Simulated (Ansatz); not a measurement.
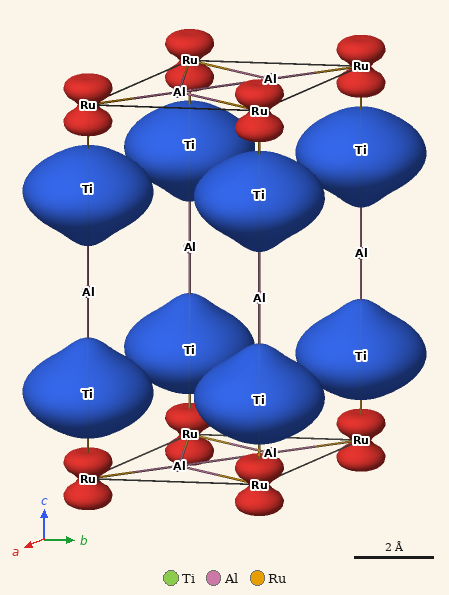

Figure 1: Ti₂Al₃Ru. Isosurfaces of the spin density (up minus down) at +0.015 (blue) and −0.015 e/Å³ (red), seen at an oblique angle. Sticks mark near contacts.

Space group P6/mmm; a structure generated by program, which may or may not match a known phase; spin-polarised.

The calculation used DFT PBE, scalar-relativistic, plane waves, PAW (Ansatz 0.2.0).

Core electrons are frozen (PAW), and the valence fields are smoothed inside the atomic spheres.

```xyz
6
Lattice="4.3728 0.0000 0.0000 -2.1864 3.7870 0.0000 0.0000 0.0000 10.0097" Properties=species:S:1:pos:R:3 pbc="T T T"
Ti    0.0000    0.0000    7.7546
Ti    0.0000    0.0000    2.2551
Al    0.0000    2.5247    0.0000
Al    2.1864    1.2623    0.0000
Al    0.0000    0.0000    5.0049
Ru    0.0000    0.0000    0.0000
```

Where is the spin, and how is it ordered?

Answer. The spin density sits on Ti: +0.6 μB (×2) in one cell of 6 atoms, with smaller moments on other sites: Ru (up to −0.05 μB): parallel main moments (a ferromagnetic arrangement) in this solution. The cell of the calculation (6 atoms) carries 2.0 μB of net spin moment.
